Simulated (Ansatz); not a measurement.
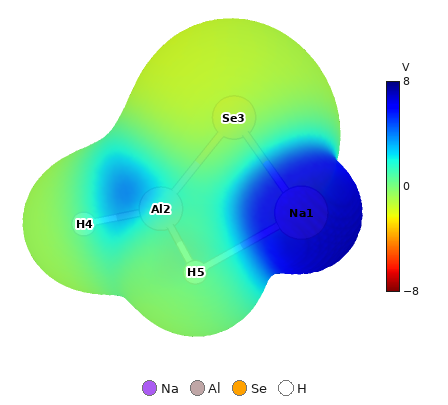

Figure. AlH2NaSe. The electrostatic potential painted on the density surface at 0.004 e/bohr³, seen at a tilt; red is negative and blue positive.

Geometry: PBE0-D4/def2-TZVP.

The calculation used RKS PBE0-D4/def2-TZVPP in Ansatz.

```json
{"atom": "Na", "x (Å)": "-1.9782", "y (Å)": "-0.6694", "z (Å)": "-1.8087"}
{"atom": "Al", "x (Å)": "-0.1472", "y (Å)": "-0.6081", "z (Å)": "0.5042"}
{"atom": "Se", "x (Å)": "-0.0242", "y (Å)": "0.9950", "z (Å)": "-1.0520"}
{"atom": "H", "x (Å)": "0.6569", "y (Å)": "-0.8816", "z (Å)": "1.8416"}
{"atom": "H", "x (Å)": "-1.3176", "y (Å)": "-1.7195", "z (Å)": "0.1735"}
```

Question: Which sites attract a positive test charge, and which a negative one?

Answer: A positive charge is drawn to the negative regions and a negative charge to the positive ones. The most negative region (about −1.7 V, or −39 kcal/mol for a unit charge) lies over Se3, the most positive (about +7.3 V, or +168 kcal/mol for a unit charge) over Na1.
